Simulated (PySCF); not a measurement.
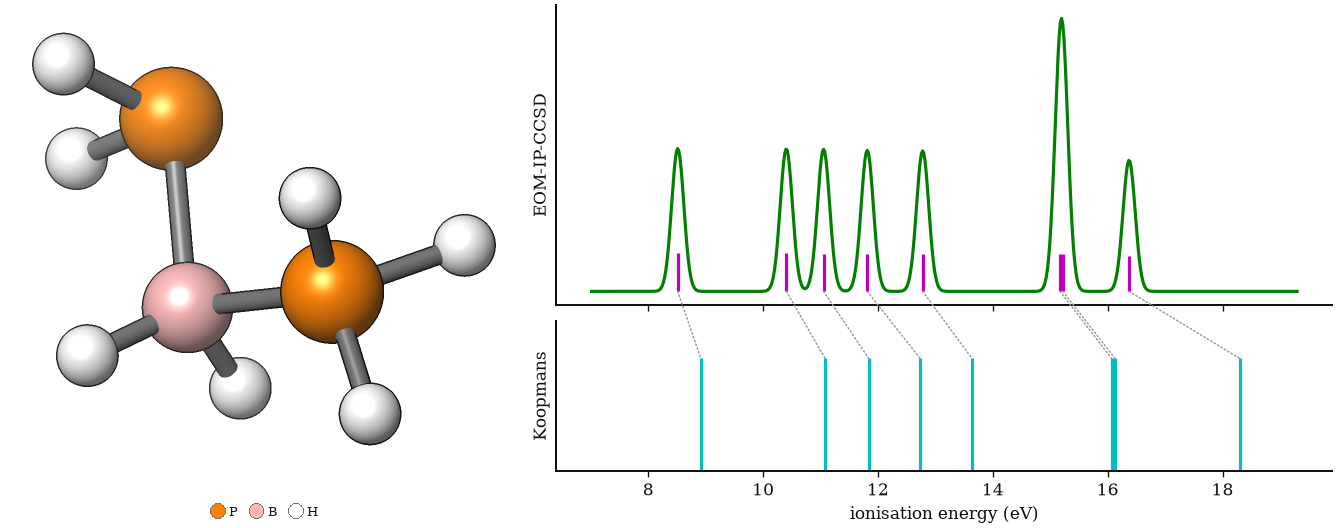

Valence photoelectron lines of BP₂H₇, SMILES P[BH2-][PH3+]: vertical EOM-IP-CCSD/aug-cc-pVDZ (frozen core, PySCF, at a PBE0-D3(BJ)/def2-SVP geometry (no frequency check); 8 lines, one for each of the 8 highest orbitals, so a line of a deeper orbital can be missing among them) above, Hartree-Fock orbital energies with the sign turned below, non-relativistic; dotted lines join each line to its leading orbital. Stick heights are one-hole weights (summed over degenerate lines), not cross-sections; Gaussian width 0.25 eV.

> Do correlation and relaxation change the order of the lines?

Not among these holes, which come in the order of the orbitals, HOMO, HOMO−1, HOMO−2, HOMO−3, HOMO−4, HOMO−5, HOMO−6, HOMO−7. Some lines lie within 0.1 eV of each other, so their order isn't settled.

> What is the first vertical ionisation energy, and how far is Koopmans' value off?

8.51 eV from the HOMO; Koopmans gives 8.91 eV, 0.40 eV too high.

Note: small basis, so the lines can lie some tenths of an eV too low.
